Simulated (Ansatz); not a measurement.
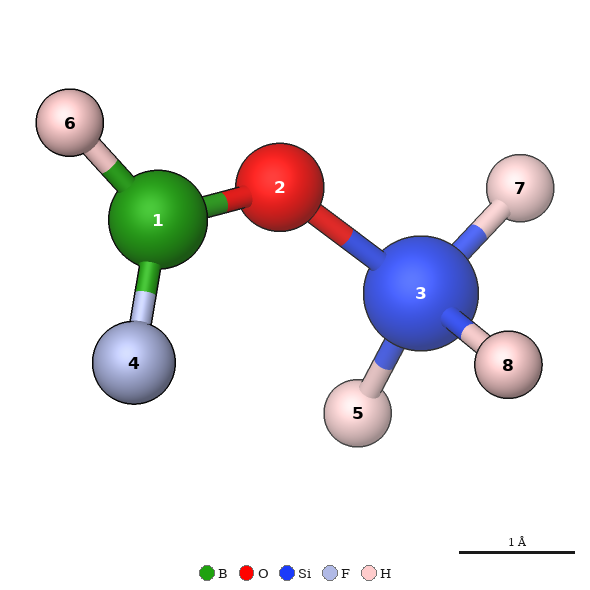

Orthographic view. Depth is shown by fading: the farther an atom, the more it takes the colour of the background. The computed structure is the end point of a PBE0-D4/def2-TZVP optimisation. No frequency run is at hand to confirm it as a minimum.

Write a Z-matrix (Å, degrees) in the order of the atom numbers, with these reference atoms: 2 to 1; 3 to 2, 1; 4 to 1, 2, 3; 5 to 3, 2, 1; 6 to 1, 4, 2; 7 to 3, 5, 2; 8 to 3, 7, 5.

```
B  
O    1   1.341
Si   2   1.663   1   133.1
F    1   1.332   2   119.9   3    -0.1
H    3   1.483   2   109.9   1    60.8
H    1   1.193   4   118.7   2   180.0
H    3   1.480   5   110.3   2  -116.9
H    3   1.483   7   110.3   5   121.8
```
